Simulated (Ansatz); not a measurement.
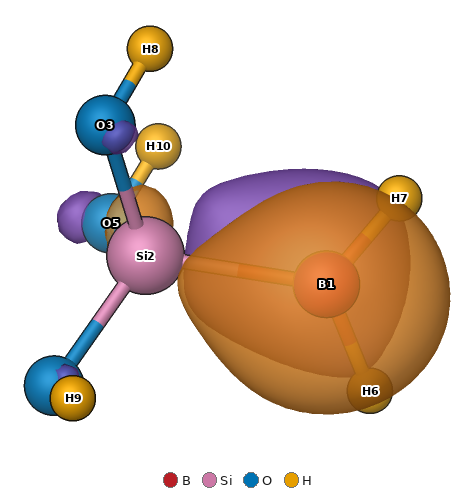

Figure 1: BH$_{5}$O$_{3}$Si (SMILES B[Si](O)(O)O). One frontier orbital at ±0.15 Å⁻³ᐟ² (orange and purple are the two phases), seen at a tilt.

The fields and orbitals are those of the mean-field reference, not of the correlated method.

Theory: Ansatz 0.2.0, SCF PBE-QIDH, Gaussian basis.

```yaml
atoms:
  - { symbol: B, position_ang: [-1.3143, -0.0792, -0.6592] }
  - { symbol: Si, position_ang: [0.2730, 0.1153, 0.3586] }
  - { symbol: O, position_ang: [1.0022, -1.4174, 0.4568] }
  - { symbol: O, position_ang: [-0.0188, 0.6976, 1.9328] }
  - { symbol: O, position_ang: [1.3387, 1.2225, -0.4263] }
  - { symbol: H, position_ang: [-2.1212, 0.8858, -0.6300] }
  - { symbol: H, position_ang: [-1.2874, -0.6286, -1.6852] }
  - { symbol: H, position_ang: [1.2888, -1.6475, -0.4710] }
  - { symbol: H, position_ang: [-0.6129, -0.0265, 2.3942] }
  - { symbol: H, position_ang: [1.5349, 0.8269, -1.2679] }
```

Q: Which orbital is it: HOMO or LUMO?

A: The LUMO, at −1.03 eV. Its weight (Hirshfeld) is mainly on B1 (about 60 %), Si2 (about 15 %), H7 (about 5 %) and H6 (about 5 %).
